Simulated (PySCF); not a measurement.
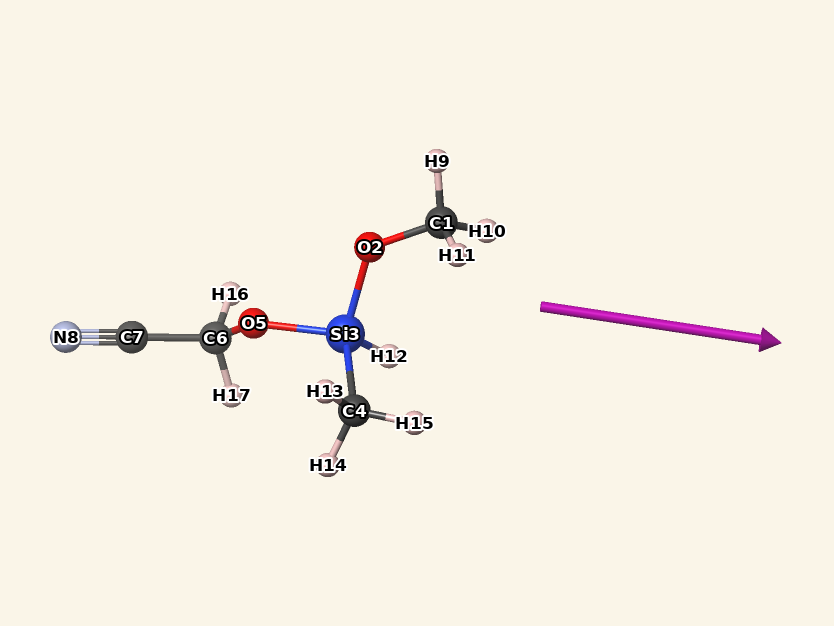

The arrow beside the molecule shows the direction of the dipole moment, from the negative to the positive end (its length means nothing). Geometry: an image of a reaction path computed with GFN2-xTB, not a minimum. Method: PBE0/pcSseg-1, gas phase (PySCF 2.14.0).

**How large is the dipole moment?**

5.28 D; it points from the side of N8 to the side of H10 (the outermost atoms at the two ends).
